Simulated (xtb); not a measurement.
**Run report: SnH3BrO, frequency calculation (part 2 of 2)**

Continued. System: SnH3BrO. Method: GFN2-xTB (xtb 6.7.1 later snapshot). The geometry was optimised with GFN2-xTB.

**What the program printed, continued**
```
Wiberg/Mayer (AO) data.
largest (>0.10) Wiberg bond orders for each atom

 ---------------------------------------------------------------------------
     #   Z sym  total        # sym  WBO       # sym  WBO       # sym  WBO
 ---------------------------------------------------------------------------
     1   8      2.129 --     2      0.946     4      0.889     5      0.105
     2  50      3.128 --     1      0.946     3      0.925     6      0.625
                             5      0.620
     3  35      1.238 --     2      0.925     5      0.112     6      0.110
     4   1      0.905 --     1      0.889
     5   1      0.999 --     2      0.620     6      0.162     3      0.112
                             1      0.105
     6   1      0.999 --     2      0.625     5      0.162     3      0.110
 ---------------------------------------------------------------------------

Topologies differ in total number of bonds
Writing topology from bond orders to xtbtopo.mol

molecular dipole:
                 x           y           z       tot (Debye)
 q only:        0.097       0.547      -0.093
   full:       -0.379       1.120      -0.246       3.070
molecular quadrupole (traceless):
                xx          xy          yy          xz          yz          zz
 q only:       -3.395       4.887       1.313      -0.651       2.303       2.082
  q+dip:       -5.588      10.395      -0.487      -2.181       3.849       6.075
   full:       -5.274      10.202      -0.137      -1.487       4.118       5.411

           -------------------------------------------------
          |               Frequency Printout                |
           -------------------------------------------------
 projected vibrational frequencies (cm⁻¹)
eigval :       -0.00    -0.00    -0.00    -0.00     0.00     0.00
eigval :       77.67   129.26   233.81   341.35   438.18   462.98
eigval :      513.01   624.78   789.36  1486.69  1667.38  3643.82
 reduced masses (amu)
    1:      4.95    2:     13.84    3:     38.07    4:     43.76    5:     28.60    6:     17.31
    7:      1.18    8:      6.08    9:     40.66   10:      1.07   11:      1.04   12:     12.19
   13:      1.04   14:      1.02   15:      1.09   16:      1.02   17:      1.02   18:      1.07
 IR intensities (km·mol⁻¹)
    1:      0.53    2:      0.07    3:      0.03    4:      0.00    5:      0.03    6:      0.09
    7:    125.59    8:     34.30    9:     17.01   10:     89.43   11:      8.08   12:     71.37
   13:    244.35   14:    232.76   15:    153.61   16:     73.58   17:    213.13   18:    124.28
 Raman intensities (Ä⁴*amu⁻¹)
    1:      0.24    2:      0.36    3:      0.07    4:      0.07    5:      0.08    6:      0.22
    7:      1.34    8:      1.77    9:     11.55   10:      7.30   11:     11.90   12:     15.07
   13:      4.75   14:     19.34   15:      3.29   16:    262.78   17:     96.04   18:     60.92
 output can be read by thermo (or use thermo option).
 writing <g98.out> molden fake output.
 recommended (thermochemical) frequency scaling factor: 1.0
           -------------------------------------------------
          |             Thermodynamic Functions             |
           -------------------------------------------------

c1  symmetry found (for desy threshold:  0.10E+00) used in thermo

          ...................................................
          :                      SETUP                      :
          :.................................................:
          :  # frequencies                          12      :
          :  # imaginary freq.                       0      :
          :  linear?                             false      :
          :  only rotor calc.                    false      :
          :  symmetry                               c1      :
          :  rotational number                       1      :
          :  scaling factor                  1.0000000      :
          :  rotor cutoff                   50.0000000 cm⁻¹ :
          :  imag. cutoff                  -20.0000000 cm⁻¹ :
          :.................................................:

    mode    ω/cm⁻¹     T·S(HO)/kcal·mol⁻¹    T·S(FR)/kcal·mol⁻¹   T·S(vib)
   ------------------------------------------------------------------------
       1     77.67    -1.17738 ( 85.34%)    -0.92583 ( 14.66%)    -1.14051
       2    129.26    -0.88162 ( 97.81%)    -0.77502 (  2.19%)    -0.87928
       3    233.81    -0.55143 ( 99.79%)    -0.59952 (  0.21%)    -0.55153
   ------------------------------------------------------------------------

   temp. (K)  partition function   enthalpy   heat capacity  entropy
                                   cal/mol     cal/K/mol   cal/K/mol   J/K/mol
 298.15  VIB   18.9                 2081.201     12.814     12.690
         ROT  0.209E+06              888.727      2.981     27.324
         INT  0.395E+07             2969.928     15.794     40.014
         TR   0.982E+26             1481.212      4.968     42.036
         TOT                        4451.1408    20.7624    82.0499   343.2969

       T/K    H(0)-H(T)+PV         H(T)/Eh          T*S/Eh         G(T)/Eh
   ------------------------------------------------------------------------
    298.15    0.709334E-02    0.308052E-01    0.389846E-01   -0.817938E-02
   ------------------------------------------------------------------------

         :::::::::::::::::::::::::::::::::::::::::::::::::::::
         ::                  THERMODYNAMIC                  ::
         :::::::::::::::::::::::::::::::::::::::::::::::::::::
         :: total free energy         -11.817817466831 Eh   ::
         ::.................................................::
         :: total energy              -11.809638088305 Eh   ::
         :: zero point energy           0.023711845263 Eh   ::
         :: G(RRHO) w/o ZPVE           -0.031891223788 Eh   ::
         :: G(RRHO) contrib.           -0.008179378525 Eh   ::
         :::::::::::::::::::::::::::::::::::::::::::::::::::::

           -------------------------------------------------
          | TOTAL ENERGY              -11.809638088305 Eh   |
          | TOTAL ENTHALPY            -11.778832898622 Eh   |
          | TOTAL FREE ENERGY         -11.817817466831 Eh   |
          | GRADIENT NORM               0.000053755205 Eh/α |
          | HOMO-LUMO GAP               4.125778142718 eV   |
           -------------------------------------------------

------------------------------------------------------------------------
------------------------------------------------------------------------
 total:
 *  cpu-time:     0 d,  0 h,  0 min,  0.452 sec
 * ratio c/w:     1.000 speedup
 SCF:
 *  cpu-time:     0 d,  0 h,  0 min,  0.003 sec
 * ratio c/w:     0.999 speedup
 analytical hessian:
 *  cpu-time:     0 d,  0 h,  0 min,  0.443 sec
 * ratio c/w:     1.000 speedup
```

**File vibspectrum**
```
$vibrational spectrum
#  mode     symmetry     wave number   IR intensity   Raman activity   Raman scatt. cross-section   selection rules
#                           (cm⁻¹)      (km*mol⁻¹)      (Å⁴*amu⁻¹)             (Å²*sr⁻¹)              IR     RAMAN
     1                      -0.00         0.00000         0.00000             0.00000E+00              -       -
     2                      -0.00         0.00000         0.00000             0.00000E+00              -       -
     3                      -0.00         0.00000         0.00000             0.00000E+00              -       -
     4                      -0.00         0.00000         0.00000             0.00000E+00              -       -
     5                       0.00         0.00000         0.00000             0.00000E+00              -       -
     6                       0.00         0.00000         0.00000             0.00000E+00              -       -
     7        a             77.67       125.58812         1.33860             0.45200E-13             YES     YES
     8        a            129.26        34.30203         1.76517             0.23865E-13             YES     YES
     9        a            233.81        17.00996        11.54602             0.57939E-13             YES     YES
    10        a            341.35        89.42691         7.30400             0.20564E-13             YES     YES
    11        a            438.18         8.07924        11.90457             0.23493E-13             YES     YES
    12        a            462.98        71.36768        15.06952             0.27573E-13             YES     YES
    13        a            513.01       244.34703         4.74665             0.75612E-14             YES     YES
    14        a            624.78       232.75618        19.33826             0.23791E-13             YES     YES
    15        a            789.36       153.60624         3.29390             0.30115E-14             YES     YES
    16        a           1486.69        73.57943       262.77828             0.10718E-12             YES     YES
    17        a           1667.38       213.13024        96.03691             0.33525E-13             YES     YES
    18        a           3643.82       124.27670        60.92088             0.60698E-14             YES     YES
$end
```

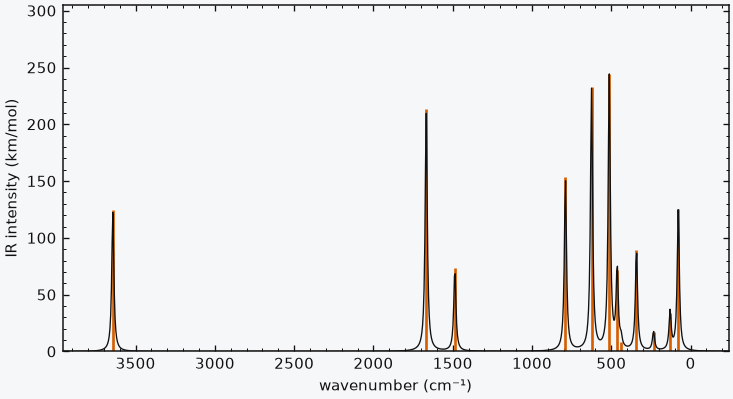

Figure 1. Harmonic infrared spectrum, unscaled: sticks (degenerate modes added up, dark ones marked on the axis) with a Lorentzian envelope of 16 cm⁻¹ full width, scaled to the tallest stick. 12 modes from 78 to 3644 cm⁻¹, none imaginary. The strongest line is at 513 cm⁻¹ (244 km/mol). All modes, in cm⁻¹ (km/mol): 78 (126), 129 (34), 234 (17.0), 341 (89), 438 (8.1), 463 (71), 513 (244), 625 (233), 789 (154), 1487 (74), 1667 (213), 3644 (124).

The run was set up as follows.

**Input (struc.xyz)**
```
6

O     -1.42557400    -0.27612100    -0.43997000
Sn     0.28993800     0.40462400     0.15415000
Br     1.68598800    -1.59779000     0.50036900
H     -1.46076100    -1.15844000    -0.80680000
H      0.97647500     1.36612500    -1.05434800
H     -0.02396600     1.19750100     1.60029900
```

Launch command:
```bash
xtb struc.xyz --hess --raman --ptb | tee out.txt
```

**Results in brief**

| quantity | value |
| --- | --- |
| outcome | converged |
| electrons treated | 20 |
| total energy | −11.809638 hartree |
| dispersion energy | −0.003221 hartree |
| basis functions | 27 |
| HOMO | −11.68 eV |
| LUMO | −7.55 eV |
| zero-point energy | 0.023712 hartree |
| dipole moment | 3.07 D |
| wavenumbers, lowest and highest | 78 and 3644 cm⁻¹ |
| hardware | 1 thread of Arm Neoverse V2, 24 GiB of memory available, shared host |
| peak memory | 0.073 GiB |
